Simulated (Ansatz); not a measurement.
# CSSb (SMILES [S-][C]#[Sb]) (charge −1, triplet): what the fields show

```xyz
3

C     1.9912    1.3210    1.0105
S     0.6259    1.2218    0.1108
Sb    3.2528    2.8899    1.5330
```

Geometry: B3LYP-D3(BJ)/def2-SVPD; core potentials replace the inner electrons of Sb.

Method: Ansatz, isolated molecule in a Gaussian basis; Kohn-Sham density functional theory, functional PBE0.

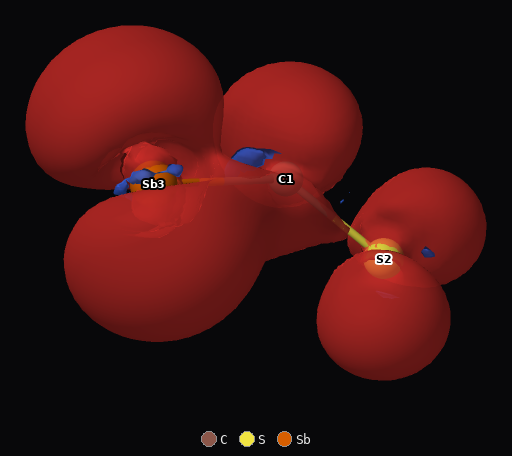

Figure 1. Isosurfaces of the spin density (α minus β) at +0.02 (red) and −0.02 e/Å³ (blue), seen at a tilt.

Q: Where is the unpaired spin?

A: The unpaired spin (2 electrons) lies mostly on Sb3 (about 1.1), C1 (about 0.5) and S2 (about 0.4), in electrons by Hirshfeld's partition.

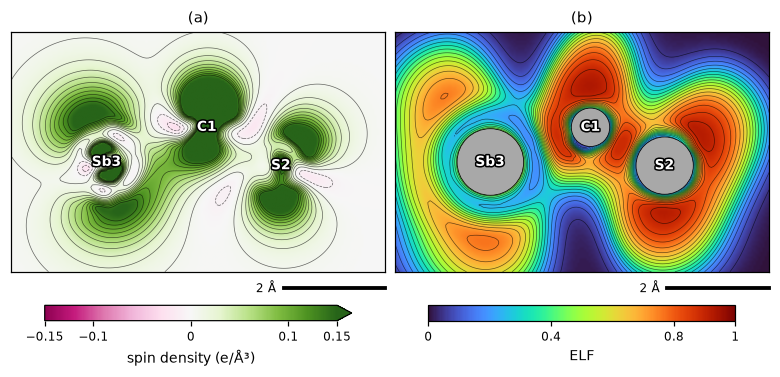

Figure 2. (a) spin density; (b) ELF on the molecular plane. Grey discs cover the atomic cores in the ELF map.

Q: Read the bonding off the picture.

A: Atoms in the plane: C, S and Sb. C–S (1.64 Å): the ELF peaks at about 0.90 between the atoms (a covalent bond). C–Sb (2.08 Å): the ELF peaks at about 0.90 in the valence shell of C, 0.7 Å from its nucleus, and drops to about 0.20 between the two atoms. The ELF also peaks beside S2 and C1, away from the bonds: non-bonding electrons, paired or unpaired.

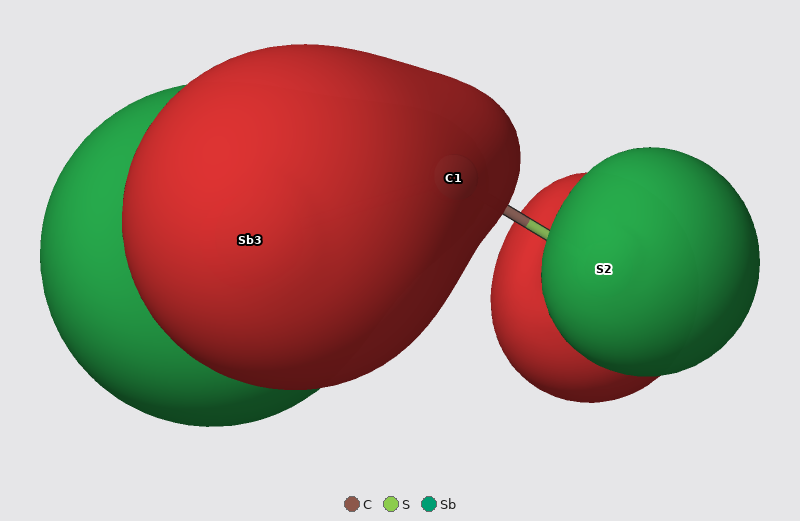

Figure 3. The HOMO (β) at ±0.08 Å⁻³ᐟ² (green and red are the two phases), seen at a tilt.

Q: Describe this orbital and give its energy.

A: It lies mainly on Sb3 (about 70 %), S2 (about 20 %) and C1 (about 10 %); it changes sign across the molecular plane (π type); π-antibonding (a node) across C1–S2. Its energy is −0.44 eV.
